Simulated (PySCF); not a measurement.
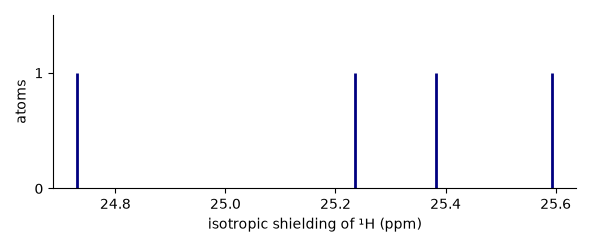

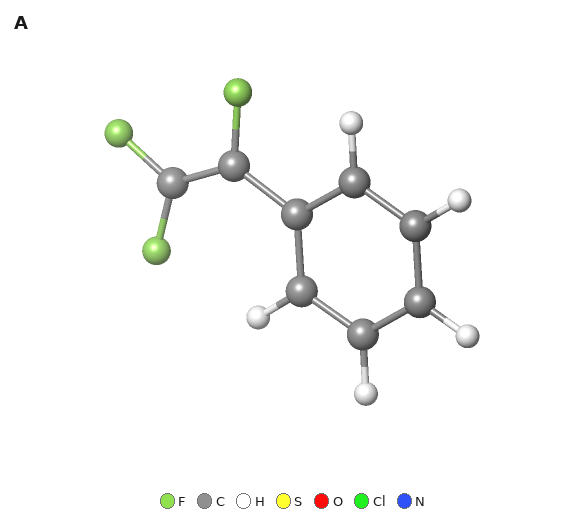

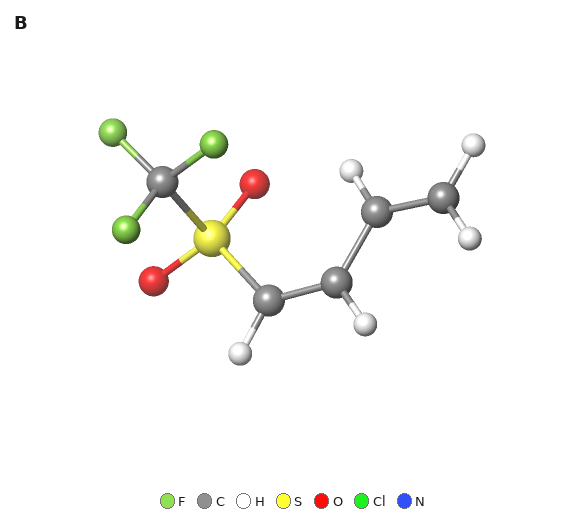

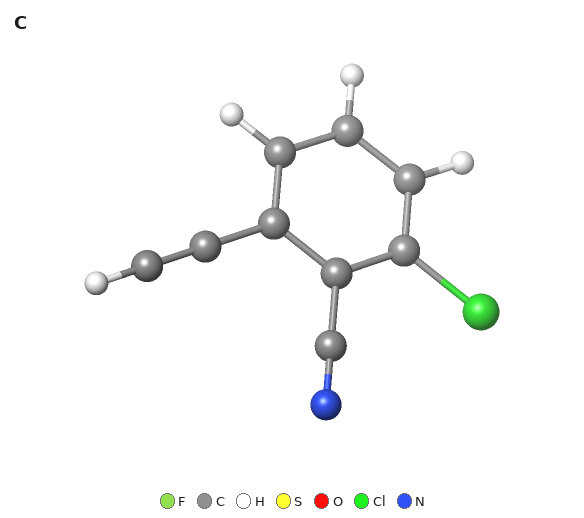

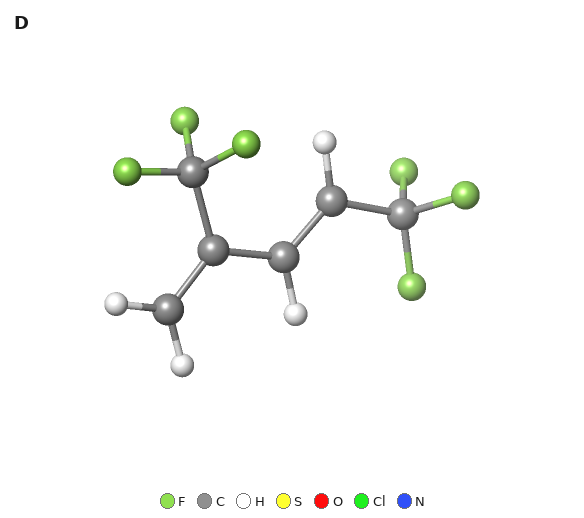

The sticks are computed shieldings of one of the molecules, for one fixed geometry (GFN2-xTB) without averaging over rotations. Low shielding means a high chemical shift. Method: GIAO PBE0/pcSseg-1 NMR shielding, non-relativistic, gas phase (PySCF 2.14.0).

**Match the spectrum to a structure.**

D, `C=C(/C=C/C(F)(F)F)C(F)(F)F`. Its 4 H atoms give lines at 24.73, 25.24, 25.38, 25.59 ppm.
